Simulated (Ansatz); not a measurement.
GeH$_{3}$OCl$_{2}$F: several calculations on one system

## 1. Relaxation

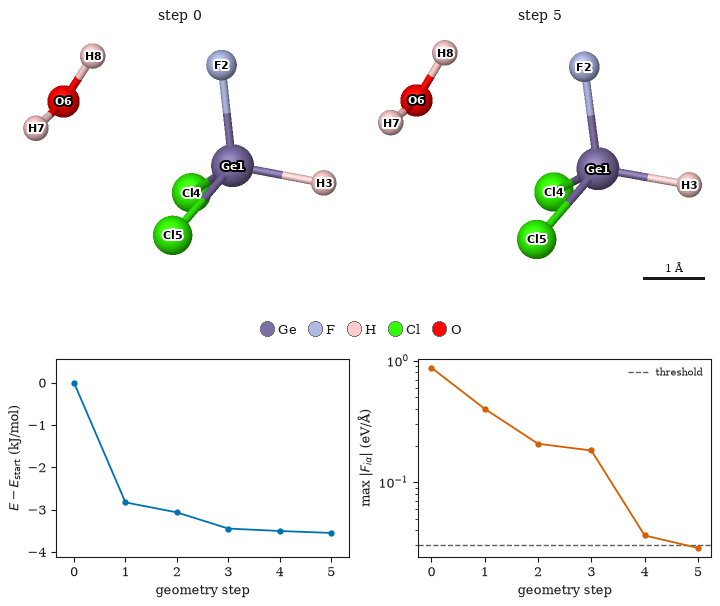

First and last geometry of a relaxation of GeH3OCl2F, with the history of the run. A ball-and-stick model, seen from a free direction.

The run prepares an end point of a later path (reaction) calculation, from a guessed geometry.

Method: RKS PBE0-D4/def2-mTZVP (Ansatz). (no spin polarisation; force threshold 0.03 eV/Å; at most 50 steps)

Question: What do the curves and the structures tell?

Answer: It converged. The largest move after the best rigid fit is that of H8, 0.16 Å. Largest moves by element: H 0.16 Å, O 0.12 Å, Ge 0.10 Å, Cl 0.10 Å, F 0.05 Å. Near-neighbour distances that change, for instance: Ge1–F2 1.707 → 1.732 Å, O6–H8 0.984 → 0.965 Å, Ge1–Cl5 2.137 → 2.131 Å. Bond angles that change, for instance: F2–Ge1–Cl4 112.2° → 109.6°, H3–Ge1–Cl4 108.5° → 110.6°. Over 5 geometry steps the energy falls by 3.55 kJ/mol. The largest force component goes from 0.87 to 0.029 eV/Å.

```json
{"step": "0", "E − E(0), kJ/mol": "0.00", "largest force component, eV/Å": "0.8748"}
{"step": "1", "E − E(0), kJ/mol": "-2.83", "largest force component, eV/Å": "0.4010"}
{"step": "2", "E − E(0), kJ/mol": "-3.06", "largest force component, eV/Å": "0.2067"}
{"step": "3", "E − E(0), kJ/mol": "-3.44", "largest force component, eV/Å": "0.1821"}
{"step": "4", "E − E(0), kJ/mol": "-3.50", "largest force component, eV/Å": "0.0363"}
{"step": "5", "E − E(0), kJ/mol": "-3.55", "largest force component, eV/Å": "0.0286"}
```

## 2. Relaxation

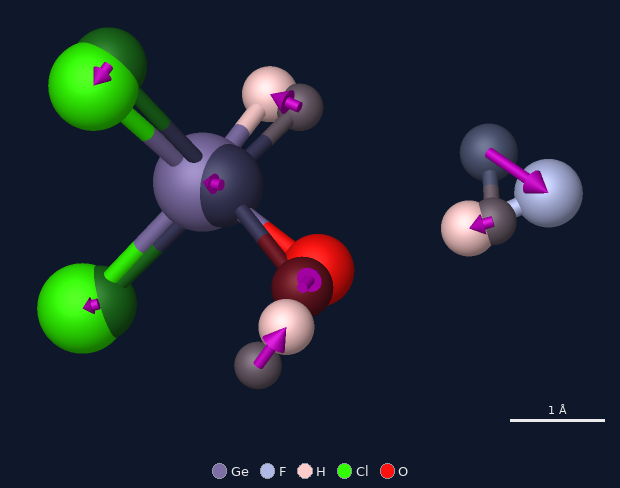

A relaxation of GeH$_{3}$OCl$_{2}$F. The starting structure is drawn faded, the final one solid; purple arrows show the displacements, at their true length. The two geometries are superimposed by the best rigid fit.

The picture is a ball-and-stick view, seen at a tilt.

The run prepares an end point of a later path (reaction) calculation, from a guessed geometry.

Computed with RKS PBE0-D4/def2-mTZVP in Ansatz.

Input
```yaml
crystal:
  periodic: [false, false, false]
  atoms:
    - { symbol: Ge, position_ang: [-0.50863, -0.03301, -0.409572] }
    - { symbol: F, position_ang: [0.115927, 0.175313, 2.408118] }
    - { symbol: H, position_ang: [0.868958, -0.096658, 0.207124] }
    - { symbol: Cl, position_ang: [-0.721961, 1.789443, -1.519482] }
    - { symbol: Cl, position_ang: [-0.772904, -1.67744, -1.778242] }
    - { symbol: O, position_ang: [-1.88529, -0.145483, 0.697431] }
    - { symbol: H, position_ang: [-2.611809, -0.655252, 0.314589] }
    - { symbol: H, position_ang: [-0.777692, 0.013387, 2.594533] }
basis:
  gaussian: { orbitals: def2-mTZVP }
hamiltonian:
  xc: pbe0
  dispersion: d4
relax:
  f_tol: 0.03
  max_steps: 50
output:
  orbitals: {}
```

Command:
```bash
ansatz run input.yaml --threads 4 --pin off --max-ram 5120MiB --backend cpu --events-out ev --progress --plain --runs-dir out
```

Q: What happened in the run?

A: F2 moves most after the best rigid fit: 0.88 Å. Largest moves by element: F 0.88 Å, H 0.54 Å, O 0.45 Å, Cl 0.28 Å, Ge 0.25 Å. Among the contacts that change: Ge1–Cl5 2.156 → 2.135 Å, F2–H8 0.927 → 0.942 Å, Ge1–Cl4 2.144 → 2.135 Å, Ge1–H3 1.511 → 1.519 Å. Bond angles that change, for instance: H3–Ge1–O6 116.8° → 107.3°, Cl5–Ge1–O6 104.7° → 108.2°, Ge1–O6–H7 111.7° → 115.1°. Groups turn about Ge1–O6 by about 40°. The energy falls by 0.226 eV in 10 accepted moves (12 points after the start). Largest force component: 0.37 eV/Å at the start, 0.012 eV/Å at the end. The line search rejected the trial steps at points 3, 6 of the run. Cost: 28 s on 4 threads of Arm Neoverse V2, with other jobs on the host, peak memory 0.36 GiB.

Limits of the set-up: the start holds two separate molecules, 2.2 Å apart at their closest, whose relative position is a soft coordinate.

## 3. Path

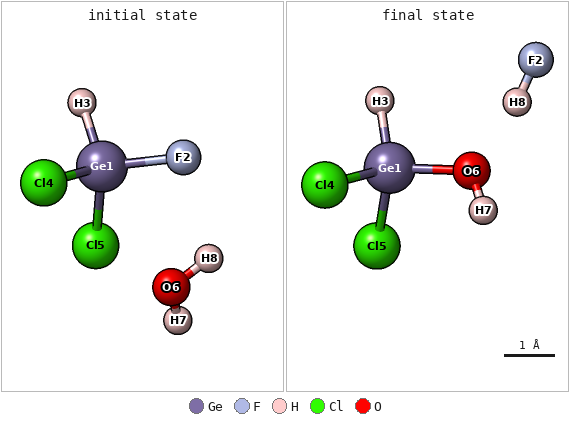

The two relaxed end points of a path for GeH3OCl2F, made up at the start of GeHCl2F and H$_{2}$O. The picture is a ball-and-stick view, seen from a free direction.

Level of theory: Ansatz, RKS PBE0-D4/def2-mTZVP.

Run with 5 movable images; climbing image; force threshold 0.03 eV/Å; iteration limit 60.

Start:
```xyz
8

Ge    0.3548    0.0545   -0.2115
F     0.2091   -0.0076    1.5128
H     1.8489    0.0232   -0.5206
Cl   -0.5178    1.8452   -0.9343
Cl   -0.5763   -1.6828   -1.0224
O    -2.5819    0.0452    1.0234
H    -2.9580   -0.8213    0.8352
H    -2.0721   -0.0861    1.8321
```

End:
```xyz
8

Ge   -0.3364   -0.0804   -0.5955
F    -0.6354    0.0824    3.1649
H     1.0495   -0.0620    0.0272
Cl   -0.7937    1.7281   -1.6343
Cl   -0.5937   -1.7011   -1.9614
O    -1.5040   -0.2781    0.7248
H    -2.4310   -0.2556    0.4579
H    -1.0486   -0.0630    2.3309
```

Question: Predict the minimum-energy path and its barrier.

Answer: Forward barrier 0.81 eV, backward barrier 0.76 eV, with image 3 at the top; the reaction energy is +0.05 eV. Breaking: Ge1–F2 (1.73 → 2.09 at the top → 3.78 Å), O6–H8 (0.96 → 1.13 at the top → 1.68 Å). Forming: F2–H8 (2.30 → 1.24 at the top → 0.94 Å), Ge1–O6 (3.19 → 1.92 at the top → 1.77 Å). The band is converged. At the top, the vibrational analysis gives one imaginary mode (669i cm⁻¹), as a transition state must have.

Energies of the converged images:

| image | path (Å) | E (eV) |
| --- | --- | --- |
| 0 | 0.00 | 0.000 |
| 1 | 0.87 | 0.127 |
| 2 | 1.74 | 0.384 |
| 3 | 2.61 | 0.808 |
| 4 | 3.64 | 0.132 |
| 5 | 4.66 | 0.056 |
| 6 | 5.69 | 0.048 |

The geometry at the top of the path:

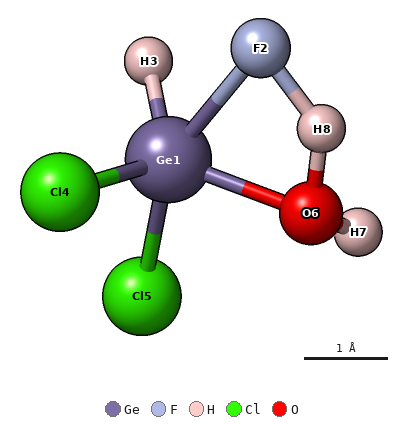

Limits of the set-up: the start holds two separate molecules, 2.3 Å apart at their closest, whose relative position is a soft coordinate.
